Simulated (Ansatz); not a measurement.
Cost and result by functional for the surface energy of the (312) surface of tetragonal indium in its 1x1 cell, outermost plane spacing 0.97 Å in the ideal cut, in Ansatz (plane waves, PAW). Single points on the PBE structure, on one kind of machine; costs are rough ratios of the slab run's core time (references not counted) to the cheapest single point. r2SCAN's cost holds its higher cutoff (500 against 420 eV). Differences are taken against r2SCAN for comparison alone: no measured value is at hand, so the table doesn't rank accuracy.

Slab: 11 atoms, 9.7 Å thick at the start (thin: gaps and levels are the slab's own); k 11x5x1, smearing 0.1 eV, dipole-corrected; all atoms relaxed; start symmetry kept, larger cells not searched; no spin, no spin-orbit, no U. These notes are the PBE run's.

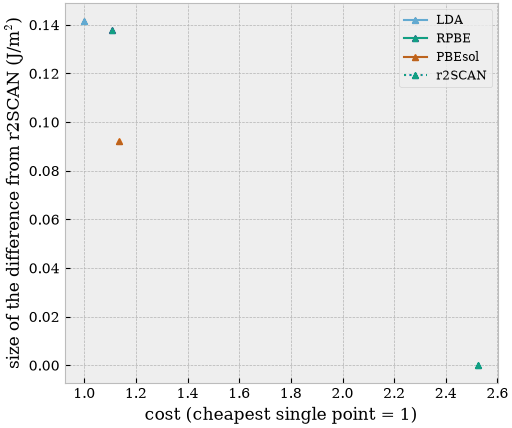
Fig. 1. Difference from r2SCAN against cost

| functional | relative cost | surface energy (J/m²) | less r2SCAN (J/m²) |
|---|---|---|---|
| LDA | 1 | 0.51 | 0.14 |
| RPBE | 1 | 0.23 | -0.14 |
| PBEsol | 1 | 0.46 | 0.09 |
| r2SCAN | 3 | 0.37 | 0.00 |
| PBE (the relaxed run's value) | – | 0.34 | -0.04 |

The values span 0.28 J/m², while the single points' costs differ by a factor of roughly 3. Differences are of unrounded values.

Ansatz is a program for electronic structure.
